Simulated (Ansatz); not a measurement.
Single-point calculation of Li3Se (charge +1)

Li3Se, charge +1, multiplicity 5, computed with UHF-MP2, frozen core/def2-TZVP (Ansatz 0.2.0).

The geometry comes from this level: r2SCAN-D4/def2-TZVP.

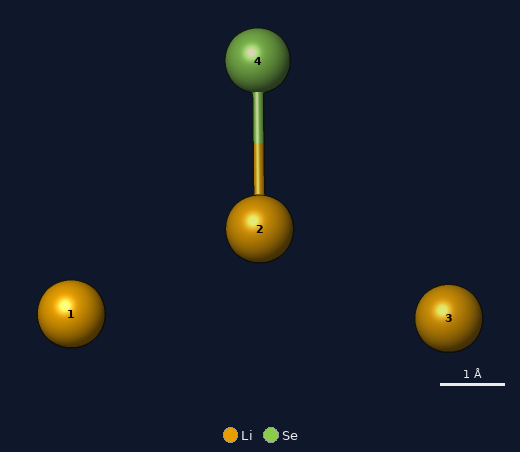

**Figure 1.** The input geometry (ball-and-stick view, seen at a tilt; atoms are numbered from 1 in the order of the input). Sticks mark near contacts.

**Input**
```yaml
crystal:
  periodic: [false, false, false]
  atoms:
    - {symbol: Li, position_ang: [-3.201880, 0.793155, -0.259134]}
    - {symbol: Li, position_ang: [0.016159, 0.011587, 0.015120]}
    - {symbol: Li, position_ang: [1.808955, -2.266645, -1.605929]}
    - {symbol: Se, position_ang: [1.376776, 1.461893, 1.849942]}
basis:
  gaussian: {orbitals: def2-TZVP, initial_orbitals: start.molden}
total_charge: 1
magnetization: {spin_polarized: true, initial_magnetization: 4}
correlation: {method: mp2}
scf: {omitted_lower_state_checks: [starts]}
output: {orbitals: {seedname: orbitals}}
```

Run as:
```bash
ansatz run in.yaml --threads 4 --pin off --events-out ev --progress --plain --max-ram 3916MiB
```

**Log**
```
Functional definition: HF
  name "HF"
  cite "Fock, Z. Phys. 61, 126 (1930) doi:10.1007/BF01340294"
  parent pbe
  exchange = exact_x
  correlation = 0
these checks for a lower state are left out or cut short: starts
778 factors; integrals over basis functions are off by at most 2.8e-4 eV
mean field evaluation 1: about -65905.8533 eV, gradient 1.7e1 eV
mean field evaluation 2: about -65906.1586 eV, gradient 4.3e-1 eV
mean field evaluation 4: about -65906.1684 eV, gradient 5.4e-2 eV
mean field evaluation 8: about -65906.1684 eV, gradient 3.1e-6 eV
mean field -65906.16839973 eV, -2422.0070158845 hartree, gradient 3.1e-6 eV, S^2 6.011161; 0 other end points of the search recorded, 0 dependent functions left out
9 core orbitals not correlated: weight in the atoms' cores, before any rotation towards them, 1.000 or more for the frozen orbitals, at most 0.000 for the correlated occupied ones
reference -65906.16839973 eV, -2422.0070158845 hartree; 14, 10 occupied and 67, 71 virtual orbitals, 778 factors
second order -8.36911175 eV of doubles, -0.00000000 eV of singles
Total energy: -65914.53751148 eV, -2422.3145750687 hartree
Checks for a lower state left out: starts
```

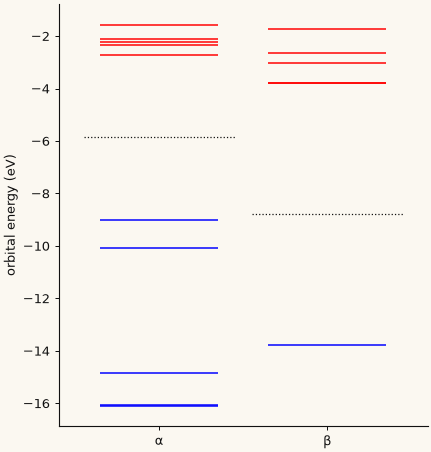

**Figure 2.** Orbital energies near the frontier for α and β spins; the dotted line parts filled from empty levels, and levels within 0.02 eV of each other stand side by side. α: highest filled −9.02 eV, lowest empty −2.70 eV, 6.32 eV apart; β: highest filled −13.78 eV, lowest empty −3.80 eV, 9.98 eV apart.

**Results in brief**

```json
{"quantity": "outcome", "value": "converged"}
{"quantity": "total energy", "value": "−65914.5375 eV"}
{"quantity": "mean-field energy", "value": "−65906.1684 eV"}
{"quantity": "⟨S²⟩", "value": "6.011"}
{"quantity": "SCF solution under orbital rotations", "value": "stable"}
{"quantity": "HOMO (either spin)", "value": "−9.02 eV"}
{"quantity": "LUMO (either spin)", "value": "−3.80 eV"}
{"quantity": "hardware", "value": "4 threads of Arm Neoverse V2, 95 GiB of memory available, shared host"}
{"quantity": "peak memory", "value": "0.26 GiB"}
```
